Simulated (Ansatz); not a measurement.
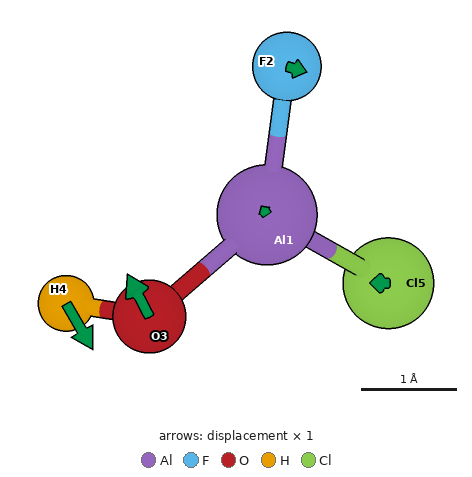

This is a relaxation of AlHOClF. The starting structure is drawn; green arrows show the displacements, at their true length. The two geometries are superimposed by the best rigid fit.

A ball-and-stick model, seen at a tilt.

The run prepares the start of a later molecular dynamics calculation, from a guessed geometry.

All numbers below come from RKS PBE0-D4/def2-mTZVP (Ansatz). Settings: no spin polarisation; force threshold 0.02 eV/Å; at most 40 steps.

Q: Describe the change and its energy.

A: H4 moves most after the best rigid fit: 0.58 Å. Largest moves by element: H 0.58 Å, O 0.54 Å, Cl 0.24 Å, F 0.24 Å, Al 0.12 Å. Near-neighbour distances that change, for instance: Al1–Cl5 2.230 → 2.082 Å, Al1–O3 1.780 → 1.680 Å, Al1–F2 1.690 → 1.637 Å, O3–H4 1.010 → 0.960 Å. Among the angles between lasting bonds that change: Al1–O3–H4 109.5° → 122.7°, O3–Al1–Cl5 120.0° → 123.0°. Groups turn about Al1–O3 by about 90°. The energy falls by 0.557 eV in 13 accepted moves (16 points after the start). The largest force component goes from 2.1 to 0.00047 eV/Å. The line search rejected the trial steps at points 10, 11, 15 of the run.
